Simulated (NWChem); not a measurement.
# triplet SO2F2: levels of theory compared

Wanted: a comparison of 3 runs (U-revPBE/6-311+G**, UBLYP/6-311+G**, UPBE/6-311+G**) of triplet SO2F2. 

Program for the calculation: NWChem 7.3.0.

3 further runs of the same task are left out: 3 that didn't finish.

### Step 1. Starting point

SO2F2 has 5 atoms, charge 0, and is taken as a triplet. As SMILES of the parent species, `O=S(=O)(F)F`. The coordinates come from a PBE0-D4/def2-TZVP relaxation. That shape belongs to the parent species and isn't relaxed for this state.

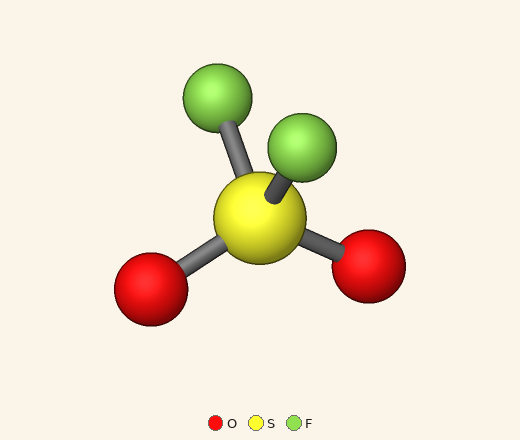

The structure, seen from a chosen angle (oxygen red, sulfur yellow, fluorine green).

### Step 2. The energy at U-revPBE/6-311+G(d,p) (run 1)

File f2o2s.nw:

```
start f2o2s
memory 2200 mb

geometry noautosym nocenter noautoz
  O    -0.388200   -0.151100    1.421700
  S     0.070900   -0.096900    0.095900
  O     1.129600   -0.862200   -0.418700
  F    -1.140900   -0.267600   -0.837400
  F     0.328600    1.377800   -0.261400
end

basis spherical bse
  * library 6-311+G**
end

dft
  xc revpbe cpbe96
  mult 3
  grid fine
  convergence energy 1e-08
  maxiter 100
  mulliken
  print low
end

task dft energy
```

Started as:

```bash
$ nwchem f2o2s.nw > f2o2s.out
```

Output:

```text
[...]
 d= 0,ls=0.0,diis     1   -747.5978247251 -1.04D+03  1.07D-01  9.48D-01     2.2
[...]
 d= 0,ls=0.5,diis    42   -747.9111584758 -8.94D-09  5.15D-06  2.02D-08    74.7
[...]
         Total DFT energy =     -747.911158482458
      One electron energy =    -1611.652594206945
           Coulomb energy =      635.674287682573
    Exchange-Corr. energy =      -63.768954247301
 Nuclear repulsion energy =      291.836102289215
[...]
      Total Density - Mulliken Population Analysis
     ---------------------------------------------
    Atom       Charge   Shell Charges
 -----------   ------   -------------------------------------------------------
    1 O    8     7.70   1.09  0.91  0.94  1.08  2.00  0.83  1.25 -0.37 -0.04  0.02
    2 S   16    16.70   0.78  1.19  0.94  1.05  1.15  0.71  1.85  4.02  0.98  1.76  0.84  0.62  0.04  0.77
    3 O    8     7.70   1.09  0.91  0.94  1.08  2.00  0.83  1.25 -0.37 -0.04  0.02
    4 F    9     8.95   1.08  0.91  1.17  1.11  2.34  0.87  1.65 -0.18 -0.01  0.01
    5 F    9     8.95   1.08  0.91  1.17  1.11  2.34  0.87  1.65 -0.18 -0.01  0.01
[...]
      <S2> =      2.0038 (Exact =     2.0000)
[...]
```

Wall time 77 s (1 thread of AMD EPYC 9R45 (Zen 5), shared host); peak memory 0.12 GiB.

### Step 3. The energy at UBLYP/6-311+G(d,p) (run 2)

File f2o2s.xyz:

```xyz
5
F2O2S BLYP
O     -0.388200    -0.151100     1.421700
S      0.070900    -0.096900     0.095900
O      1.129600    -0.862200    -0.418700
F     -1.140900    -0.267600    -0.837400
F      0.328600     1.377800    -0.261400
```

File f2o2s.nw:

```
start f2o2s
title "F2O2S BLYP"
memory 2200 mb

geometry units angstroms noautosym nocenter noautoz
 load f2o2s.xyz
end

basis spherical bse
 * library 6-311+G**
end

dft
 xc becke88 lyp
 mult 3
 grid fine
 convergence energy 1e-08
 maxiter 100
 mulliken
 print medium
end

task dft energy
```

Started as:

```bash
$ nwchem f2o2s.nw > f2o2s.out
```

Output:

```text
[...]
          Wavefunction type:  spin polarized.
          No. of atoms     :     5
          No. of electrons :    50
[...]
          Charge           :     0
          Spin multiplicity:     3
[...]
          AO basis - number of functions:   118
[...]
              XC Information
              --------------
                    Becke 1988 Exchange Functional  1.000
              Lee-Yang-Parr Correlation Functional  1.000
[...]
 d= 0,ls=0.0,diis     1   -747.7554621042 -1.04D+03  1.07D-01  1.07D+00     2.1
[...]
 d= 0,ls=0.5,diis    39   -748.0733215083 -9.10D-09  4.14D-06  1.63D-08    68.6
[...]
         Total DFT energy =     -748.073321514645
      One electron energy =    -1611.650399506249
           Coulomb energy =      635.688135511018
    Exchange-Corr. energy =      -63.947159808630
 Nuclear repulsion energy =      291.836102289215
[...]
      Total Density - Mulliken Population Analysis
     ---------------------------------------------
    Atom       Charge   Shell Charges
 -----------   ------   -------------------------------------------------------
    1 O    8     7.75   1.09  0.91  0.96  1.08  1.97  0.82  1.26 -0.32 -0.04  0.02
    2 S   16    16.54   0.78  1.19  0.93  1.05  1.17  0.64  1.86  4.01  1.01  1.68  0.86  0.58  0.03  0.75
    3 O    8     7.75   1.09  0.91  0.96  1.08  1.97  0.82  1.26 -0.32 -0.04  0.02
    4 F    9     8.98   1.08  0.92  1.19  1.11  2.31  0.86  1.66 -0.15  0.00  0.01
    5 F    9     8.98   1.08  0.92  1.18  1.11  2.31  0.86  1.66 -0.15  0.00  0.01
[...]
      <S2> =      2.0039 (Exact =     2.0000)
[...]
```

Wall time 71 s (1 thread of AMD EPYC 9R45 (Zen 5), shared host); peak memory 0.12 GiB.

### Step 4. The energy at UPBE/6-311+G(d,p) (run 3)

Changes to f2o2s.xyz since step 3:

```diff
@@ -1,3 +1,3 @@
 5
-F2O2S BLYP
+
 O     -0.388200    -0.151100     1.421700
```

File run.py:

```python
from ase.io import read
from ase.calculators.nwchem import NWChem

mol = read('f2o2s.xyz')

calc = NWChem(
    label='f2o2s',
    theory='dft',
    memory='2200 mb',
    basis='6-311+G**',
    basispar='spherical bse',
    dft={'xc': 'xpbe96 cpbe96', 'mult': '3', 'grid': 'fine', 'convergence': 'energy 1e-08', 'iterations': '100', 'mulliken': None},
    task='energy',
)
mol.calc = calc

print(f"energy = {mol.get_potential_energy():.6f} eV")
```

Started as:

```bash
$ export ASE_NWCHEM_COMMAND="nwchem PREFIX.nwi > PREFIX.nwo"
$ python run.py
```

Output:

```text
energy = -20343.303233 eV
```

The calculator wrote f2o2s.nwi:

```
title "f2o2s"

permanent_dir f2o2s

scratch_dir f2o2s

start f2o2s

geometry units angstrom nocenter noautosym noautoz
  O  -3.8819999999999999e-01 -1.5110000000000001e-01 1.4217000000000000e+00
  S  7.0900000000000005e-02 -9.6900000000000000e-02 9.5899999999999999e-02
  O  1.1295999999999999e+00 -8.6219999999999997e-01 -4.1870000000000002e-01
  F  -1.1409000000000000e+00 -2.6760000000000000e-01 -8.3740000000000003e-01
  F  3.2860000000000000e-01 1.3777999999999999e+00 -2.6140000000000002e-01
end

memory 2200 mb

basis spherical bse noprint
   * library 6-311+G**
end

dft
  xc xpbe96 cpbe96
  mult 3
  grid fine
  convergence energy 1e-08
  iterations 100
  mulliken
end

task dft energy
```

f2o2s.nwo:

```text
Northwest Computational Chemistry Package (NWChem) 7.3.0
             --------------------------------------------------------

           Job information
           ---------------

    nwchem branch   = 7.3.0
    use scalapack   = T
    input           = f2o2s.nwi
    prefix          = f2o2s.
    data base       = f2o2s/f2o2s.db
    status          = startup
    nproc           =        1

           Memory information
           ------------------

[... 5 lines left out ...]
    hardfail = no
[... 38 lines left out ...]
            Nuclear Dipole moment (a.u.)
[... 79 lines left out ...]
          Convergence on density requested:  1.00D-05
[... 24 lines left out ...]
          Convergence aids based upon iterative change in
[... 29 lines left out ...]
 2-e energy   =     575.752895
[... 54 lines left out ...]
           Coulomb energy =      635.599030341159
[... 846 lines left out ...]
                     DFT Final Beta Molecular Orbital Analysis
[... 952 lines left out ...]
     Multipole analysis of the density
     ---------------------------------

     L   x y z        total         alpha         beta         nuclear
     -   - - -        -----         -----         ----         -------
     0   0 0 0     -0.000000    -26.000000    -24.000000     50.000000

     1   1 0 0      0.001036     -0.068295      0.532502     -0.463172
[... 8 lines of this table left out ...]
     2   0 0 2    -27.163307    -61.984150    -53.190152     88.010994

 Task  times  cpu:       80.2s     wall:       80.2s
 Total times  cpu:       80.3s     wall:       80.3s
```

Run time: 81 s. Hardware: 1 thread of AMD EPYC 9R45 (Zen 5), shared host; peak memory 0.12 GiB.

### Step 5. All runs side by side

```csv
run,level,energy (Eh),⟨S²⟩,wall time
1,U-revPBE/6-311+G**,-747.911158,2.004,77 s
2,UBLYP/6-311+G**,-748.073322,2.004,71 s
3,UPBE/6-311+G**,-747.602611,2.003,81 s
```

### Step 6. Summary of results

| quantity | value |
| --- | --- |
| run 3: total energy | -747.60261 Eh |
| run 3: dipole moment | 0.01 D |
| run 3: HOMO energy (highest over α and β) | -2.45 eV |
| run 3: ⟨S²⟩ | 2.003 |

**Reading.** Totals of different functionals can't be ranked against each other. All runs together took 3.8 min, the longest 81 s.
